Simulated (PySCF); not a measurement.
C2H2O (SMILES C=C=O)

```json
{"atom": "C", "x (Å)": "-0.5372", "y (Å)": "0.0203", "z (Å)": "-0.0636"}
{"atom": "C", "x (Å)": "0.7699", "y (Å)": "-0.0268", "z (Å)": "0.0715"}
{"atom": "O", "x (Å)": "1.9236", "y (Å)": "-0.0688", "z (Å)": "0.1905"}
{"atom": "H", "x (Å)": "-1.0343", "y (Å)": "0.9870", "z (Å)": "-0.1431"}
{"atom": "H", "x (Å)": "-1.1068", "y (Å)": "-0.9086", "z (Å)": "-0.0934"}
```

Geometry: PBE0-D3(BJ)/def2-SVP.

These are results of PySCF, DFT single point, gas phase, functional M06-2X, not measurements.

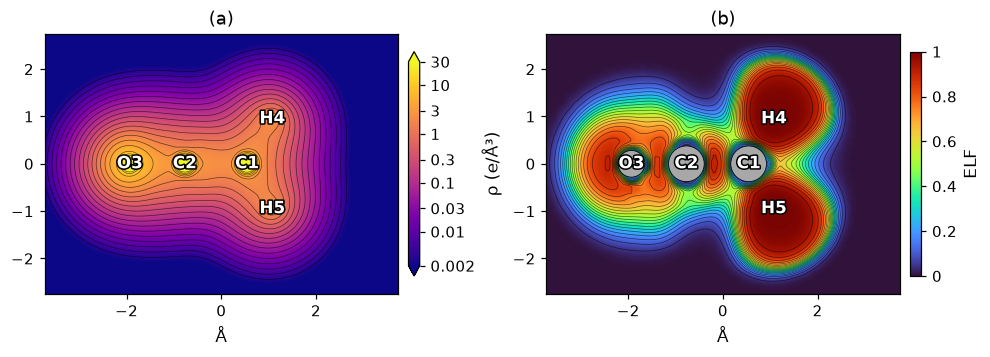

Figure 1. (a) total electron density; (b) electron localisation function on the molecular plane. Grey discs cover the atomic cores in the ELF map.

Q: Read the bonding off the picture.

A: The plane passes through C, O and H nuclei.
C–O (1.16 Å): ρ at the midpoint is about 3.7 e/Å³; the ELF peaks at about 0.85 between the atoms; a multiple bond.
C–C (1.31 Å): ρ is about 2.3 e/Å³ halfway; the ELF peaks at about 0.90 between the atoms; a short, multiple covalent bond.
C–H (1.09 Å): the density is about 1.9 e/Å³ at the midpoint; the ELF climbs to about 1 towards the hydrogen, as it does in any bond to H: a covalent bond by its length.
The ELF also peaks beside O3, away from the bonds: lone-pair regions.

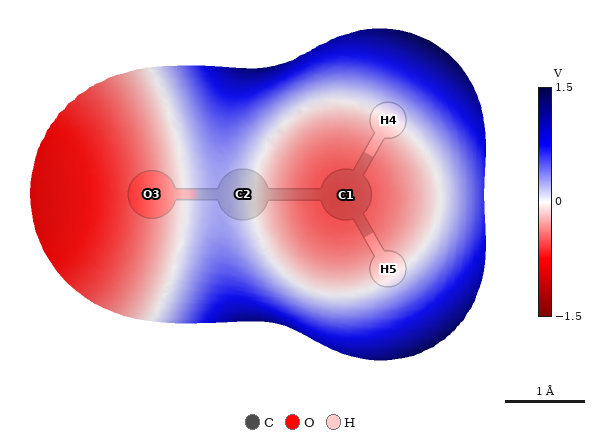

Figure 2. The molecular electrostatic potential painted on the density surface at 0.002 e/bohr³, seen across its widest extent; red is negative and blue positive.

Q: Which sites attract a positive test charge, and which a negative one?

A: A positive charge is drawn to the negative regions and a negative charge to the positive ones. The most negative region (about −0.9 V) lies over O3, the most positive (about +1.5 V) over H4 and H5.
